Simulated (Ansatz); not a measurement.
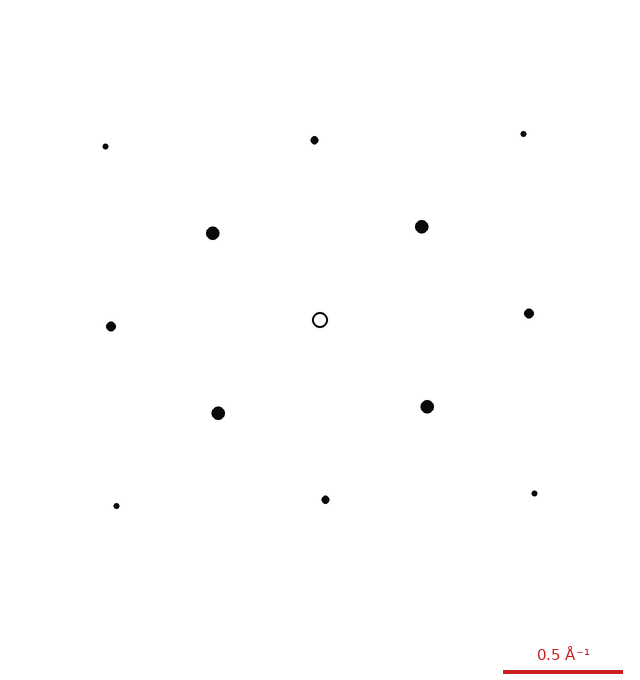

The pattern is a kinematic simulation for 100 kV electrons (no multiple scattering; isotropic B = 0.5 Å²).

It belongs to Be, space group P6_3/mmc (No. 194), a = 2.27 Å, c = 3.55 Å (hexagonal axes). Structure: the input geometry of an electronic-structure calculation (not necessarily at equilibrium).

```
Be
1.0
     2.26784    0.00000    0.00000
    -1.13392    1.96401    0.00000
     0.00000    0.00000    3.55386
Be
2
Direct
  0.33333 0.66667 0.75000
  0.66667 0.33333 0.25000
```

Q: Which low-index zone axis gives this pattern?

A: The spots form a centred rectangular net with both shortest vectors at d = 1.72 Å, 81.4° apart. They index as 0 1 -1 and -1 1 1, so the zone axis is [211] (or an equivalent direction of <211>).
